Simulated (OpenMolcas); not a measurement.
**One shape, several levels: BSiH3OF2 (SMILES FB(F)O[SiH3])**

We compute a comparison of 6 runs (HF/cc-pVDZ, B3LYP/6-31G*, M06-2X/cc-pVDZ, PBE/cc-pVDZ, PBE0/cc-pVDZ, r2SCAN/cc-pVDZ) of BSiH3OF2. 

The calculation is run with OpenMolcas 26.06.

1 further run of the same task is left out (set aside as unsound or not needed).

## 1. The system as given

The species is BSiH3OF2 (8 atoms), meant as a singlet with charge 0. SMILES: `FB(F)O[SiH3]`. The coordinates come from a PBE0-D4/def2-TZVP relaxation.

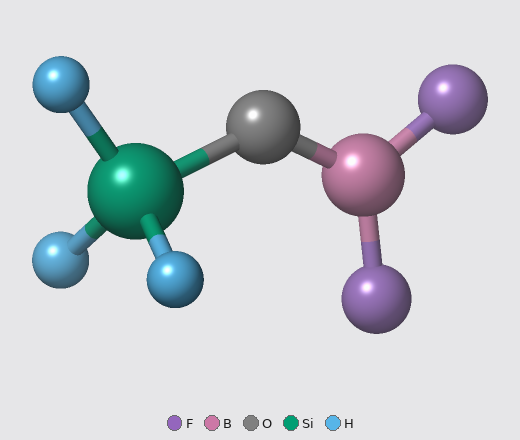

Viewed from a chosen angle; fluorine purple, boron pink, oxygen grey, silicon teal, hydrogen blue.

## 2. Energy and forces at HF/cc-pVDZ (run 1)

The input, calc.inp:

```
&gateway
  baslib = $CurrDir
  coord
  8
  angstrom
  F        1.644600      -1.936200       1.091800
  B        0.585700      -1.261700       0.687700
  F       -0.607700      -1.793900       0.922400
  O        0.726600      -0.084400       0.064800
  Si      -0.345100       1.014900      -0.568200
  H       -1.234600       1.517600       0.506100
  H        0.469500       2.116500      -1.124900
  H       -1.146900       0.370000      -1.635500
  basis = cc-pVDZ
  group = NoSym

&seward

&scf
  thresholds = 1e-10 1e-07 1e-07 1e-05
  prorbitals = 1 1

&alaska
```

The basis set cc-pVDZ is read from a file made from the Basis Set Exchange's data (not shown).

Launch:

```console
$ export MOLCAS_MEM=1860
$ pymolcas calc.inp > calc.log
```

The program printed:

```text
--- Start Module: gateway ---
[...]
--- Stop Module: gateway /rc=_RC_ALL_IS_WELL_ ---
[...]
      Basis functions           89
[...]
--- Start Module: scf ---
[...]
       Convergence after  14 Iterations
[...]
::    Total SCF energy                               -589.3330333946
[...]
      Total spin, S                                     0.0000000000
[...]
      Total electronic charge=   48.000000
      Total            charge=   -0.000000
[...]
      Dipole Moment (debye):
      Origin of the operator (angstrom)=    0.2728   -0.5591    0.2990
                   X= -8.8307E-01               Y=  1.5655E+00               Z= -8.7419E-01           Total=  1.9987E+00
      Quadrupole Moment (debye*angstrom):
[...]
--- Stop Module: scf /rc=_RC_ALL_IS_WELL_ ---
[...]
--- Start Module: alaska ---
[...]
 *              Molecular gradients               *
 **************************************************
  Irreducible representation: a
 ------------------------------------------------------------------------------------------
                              X                       Y                       Z
 ------------------------------------------------------------------------------------------
  F1                2.23747884940551E-03    6.71545374189009E-05    5.06388598227048E-05
  B2               -3.04793436887899E-03   -5.53137526383596E-03    2.83118272029781E-03
  F3               -1.92080917273607E-03   -8.68165590468095E-04    3.82909323751512E-04
  O4               -9.05960844706932E-03    1.94403448480234E-02   -1.07610811977072E-02
  SI5               1.18424810789417E-02   -1.35641031464182E-02    7.71314893989139E-03
  H6               -2.40199087666593E-04    2.71038391417733E-04    3.12290509857149E-04
  H7                3.98564907647891E-04    3.00756426812931E-04   -1.33968491154102E-04
  H8               -2.09973759552451E-04   -1.15650202922035E-04   -3.95120664801851E-04
[...]
--- Stop Module: alaska /rc=_RC_ALL_IS_WELL_ ---
[...]
```

It took 7.5 s on 1 thread of Arm Neoverse V2, shared host; peak memory 0.49 GiB.

## 3. Energy and forces at B3LYP/6-31G(d) (spherical functions) (run 2)

The input, coord.xyz:

```xyz
8

F      1.644600    -1.936200     1.091800
B      0.585700    -1.261700     0.687700
F     -0.607700    -1.793900     0.922400
O      0.726600    -0.084400     0.064800
Si    -0.345100     1.014900    -0.568200
H     -1.234600     1.517600     0.506100
H      0.469500     2.116500    -1.124900
H     -1.146900     0.370000    -1.635500
```

The input, test.inp:

```
>>> EXPORT MOLCAS_PRINT=2

&GATEWAY
 BASLIB = $CurrDir
 COORD = coord.xyz
 BASIS = 6-31Gs
 GROUP = NoSym

&SEWARD
 GRIDINPUT
 Grid=UltraFine
 End of Grid

&SCF
 KSDFT = B3LYP
 THRESHOLDS = 1e-10 1e-07 1e-07 1e-05
 PRORBITALS = 1 2

&ALASKA
```

The basis set 6-31G* is read from a file made from the Basis Set Exchange's data (not shown).

Launch:

```console
$ export MOLCAS_MEM=1860
$ pymolcas test.inp > test.log
```

The program printed:

```text
--- Start Module: gateway ---
[...]
--- Stop Module: gateway /rc=_RC_ALL_IS_WELL_ ---
[...]
      Basis functions           80
[...]
--- Start Module: scf ---
[...]
       Convergence after  13 Iterations
[...]
::    Total KS-DFT energy                            -591.2561233410
[...]
      Total spin, S                                     0.0000000000
[...]
      Total electronic charge=   48.000000
      Total            charge=   -0.000000
[...]
      Dipole Moment (debye):
      Origin of the operator (angstrom)=    0.2728   -0.5591    0.2990
                   X= -7.9613E-01               Y=  1.2956E+00               Z= -7.2636E-01           Total=  1.6853E+00
      Quadrupole Moment (debye*angstrom):
[...]
--- Stop Module: scf /rc=_RC_ALL_IS_WELL_ ---
[...]
--- Start Module: alaska ---
[...]
 *              Molecular gradients               *
 **************************************************
  Irreducible representation: a
 ------------------------------------------------------------------------------------------
                              X                       Y                       Z
 ------------------------------------------------------------------------------------------
  F1               -5.63132940065003E-03    2.96020561174792E-03   -1.82101193538742E-03
  B2               -2.96053605510771E-04    1.42137264471898E-03   -7.67116824238356E-04
  F3                6.45908149688168E-03    1.93472455623223E-03   -7.66322677260511E-04
  O4               -7.41844150477000E-03    1.47775387434379E-04   -3.82761394243314E-04
  SI5               4.67584443149960E-03   -3.93261198983730E-03    2.26291591092576E-03
  H6                9.07616309644421E-04   -1.03980915139612E-03    1.53072665135756E-04
  H7                4.21642925251042E-04   -8.20614439156042E-04    4.66032979393516E-04
  H8                8.81639347801944E-04   -6.71042619759366E-04    8.55191275700218E-04
[...]
--- Stop Module: alaska /rc=_RC_ALL_IS_WELL_ ---
[...]
```

Run time: 25 s. Hardware: 1 thread of Arm Neoverse V2, shared host; peak memory 0.45 GiB.

Run 3 isn't shown in full; the table further down has it.

## 4. Energy and gradient at PBE/cc-pVDZ (run 4)

The input, mol.input:

```
&GATEWAY
BasLib
$CurrDir
Coord
8
angstrom
F        1.644600      -1.936200       1.091800
B        0.585700      -1.261700       0.687700
F       -0.607700      -1.793900       0.922400
O        0.726600      -0.084400       0.064800
Si      -0.345100       1.014900      -0.568200
H       -1.234600       1.517600       0.506100
H        0.469500       2.116500      -1.124900
H       -1.146900       0.370000      -1.635500
Basis
cc-pVDZ
Group
NoSym
&SEWARD
GridInput
Grid=UltraFine
End of Grid
&SCF
KSDFT
PBE
Thresholds
1e-10 1e-07 1e-07 1e-05
PrOrbitals
0
&ALASKA
```

The basis set cc-pVDZ is read from a file made from the Basis Set Exchange's data (not shown).

Launch:

```console
$ export MOLCAS_MEM=1860
$ pymolcas mol.input > mol.log
```

The program printed:

```text
--- Start Module: gateway ---
[...]
--- Stop Module: gateway /rc=_RC_ALL_IS_WELL_ ---
[...]
      Basis functions           89
[...]
--- Start Module: scf ---
[...]
       Convergence after  18 Iterations
[...]
::    Total KS-DFT energy                            -590.7918739118
[...]
      Total spin, S                                     0.0000000000
[...]
      Total electronic charge=   48.000000
      Total            charge=   -0.000000
[...]
      Dipole Moment (debye):
      Origin of the operator (angstrom)=    0.2728   -0.5591    0.2990
                   X= -7.1369E-01               Y=  1.2766E+00               Z= -7.1262E-01           Total=  1.6269E+00
      Quadrupole Moment (debye*angstrom):
[...]
--- Stop Module: scf /rc=_RC_ALL_IS_WELL_ ---
[...]
--- Start Module: alaska ---
[...]
 *              Molecular gradients               *
 **************************************************
  Irreducible representation: a
 ------------------------------------------------------------------------------------------
                              X                       Y                       Z
 ------------------------------------------------------------------------------------------
  F1               -1.72723627527809E-02    1.00014839261799E-02   -6.06401517651189E-03
  B2                1.39039936039903E-03   -3.60065466797366E-03    1.98617330201079E-03
  F3                1.88662085652069E-02    8.06000445038890E-03   -3.52242845981365E-03
  O4               -2.47475362147362E-02    6.07143706428026E-03   -4.28838884709526E-03
  SI5               1.62715890521481E-02   -1.42009707092701E-02    8.24774083266000E-03
  H6                5.33384970208273E-03   -3.34920453736620E-03   -5.78455432017133E-03
  H7               -4.68421771529748E-03   -6.11841636957200E-03    3.09366968251990E-03
  H8                4.84207000305714E-03    3.13632084317694E-03    6.33180298644209E-03
[...]
--- Stop Module: alaska /rc=_RC_ALL_IS_WELL_ ---
[...]
```

Run time: 38 s. Hardware: 1 thread of Arm Neoverse V2, shared host; peak memory 0.49 GiB.

Run 5 isn't shown in full; the table further down has it.

## 5. Energy and gradient at r2SCAN/cc-pVDZ (run 6)

The input, input.xyz:

```xyz
8

F      1.644600    -1.936200     1.091800
B      0.585700    -1.261700     0.687700
F     -0.607700    -1.793900     0.922400
O      0.726600    -0.084400     0.064800
Si    -0.345100     1.014900    -0.568200
H     -1.234600     1.517600     0.506100
H      0.469500     2.116500    -1.124900
H     -1.146900     0.370000    -1.635500
```

The input, run.input:

```
&GATEWAY
BasLib=$CurrDir
Coord=input.xyz
Basis=cc-pVDZ
Group=NoSym
&SEWARD
GridInput
Grid=UltraFine
End of Grid
&SCF
KSDFT=2
1.0 MGGA_X_R2SCAN
1.0 MGGA_C_R2SCAN
Thresholds=1e-10 1e-07 1e-07 1e-05
PrOrbitals=1 1
&ALASKA
```

The basis set cc-pVDZ is read from a file made from the Basis Set Exchange's data (not shown).

Launch:

```console
$ export MOLCAS_MEM=1860
$ pymolcas run.input > run.log
```

The program printed:

```text
--- Start Module: gateway ---
[...]
--- Stop Module: gateway /rc=_RC_ALL_IS_WELL_ ---
[...]
      Basis functions           89
[...]
--- Start Module: scf ---
[...]
       Convergence after  15 Iterations
[...]
::    Total KS-DFT energy                            -591.1015839542
[...]
      Total spin, S                                     0.0000000000
[...]
      Total electronic charge=   48.000000
      Total            charge=   -0.000000
[...]
      Dipole Moment (debye):
      Origin of the operator (angstrom)=    0.2728   -0.5591    0.2990
                   X= -7.3342E-01               Y=  1.3330E+00               Z= -7.4356E-01           Total=  1.6934E+00
      Quadrupole Moment (debye*angstrom):
[...]
--- Stop Module: scf /rc=_RC_ALL_IS_WELL_ ---
[...]
--- Start Module: alaska ---
[...]
 *              Molecular gradients               *
 **************************************************
  Irreducible representation: a
 ------------------------------------------------------------------------------------------
                              X                       Y                       Z
 ------------------------------------------------------------------------------------------
  F1               -1.04188050736731E-02    6.18871438985558E-03   -3.74373280256712E-03
  B2                5.90770843951038E-04   -4.00437402892395E-03    2.16896717714699E-03
  F3                1.16789056275763E-02    4.54228020785408E-03   -1.94173127534203E-03
  O4               -1.88582053906483E-02    8.77236940108883E-03   -5.47999980495906E-03
  SI5               1.40249874764979E-02   -1.24350715318240E-02    7.20725158444058E-03
  H6                2.72200738001160E-03   -1.69056495441300E-03   -2.88931659670633E-03
  H7               -2.21641962449404E-03   -2.93335807097783E-03    1.48921657091861E-03
  H8                2.47675876086806E-03    1.56000458734940E-03    3.18934514712277E-03
[...]
--- Stop Module: alaska /rc=_RC_ALL_IS_WELL_ ---
[...]
```

It took 47 s on 1 thread of Arm Neoverse V2, shared host; peak memory 0.49 GiB.

## 6. Overview of the runs

```csv
run,level,integration grid,energy (Eh),dipole moment (D),HOMO energy (eV),LUMO energy (eV),wall time
1,HF/cc-pVDZ,–,-589.333033,2.00,-13.14,3.60,7.5 s
2,B3LYP/6-31G* (spherical functions),UltraFine,-591.256123,1.69,-9.24,0.04,25 s
3,M06-2X/cc-pVDZ,UltraFine,-591.148268,1.83,-10.86,1.18,42 s
4,PBE/cc-pVDZ,UltraFine,-590.791874,1.63,-8.01,-0.60,38 s
5,PBE0/cc-pVDZ,UltraFine,-590.834811,1.79,-9.52,0.28,31 s
6,r2SCAN/cc-pVDZ,UltraFine,-591.101584,1.69,-8.43,-0.19,47 s
```

## 7. Summary of results

```
                       quantity          value
            run 6: total energy  -591.10158 Eh
           run 6: dipole moment         1.69 D
             run 6: HOMO energy       -8.43 eV
             run 6: LUMO energy       -0.19 eV
           run 6: HOMO–LUMO gap        8.24 eV
run 6: largest force on an atom     1.106 eV/Å
```

**Reading.** The dipole moment (its size) runs from 1.63 D (PBE/cc-pVDZ) to 2.00 D (HF/cc-pVDZ). The HOMO–LUMO gap runs from 7.41 eV (PBE/cc-pVDZ) to 16.75 eV (HF/cc-pVDZ). Exact exchange widens orbital gaps. Totals of different functionals can't be ranked against each other. All runs together took 3.2 min, the longest 47 s.
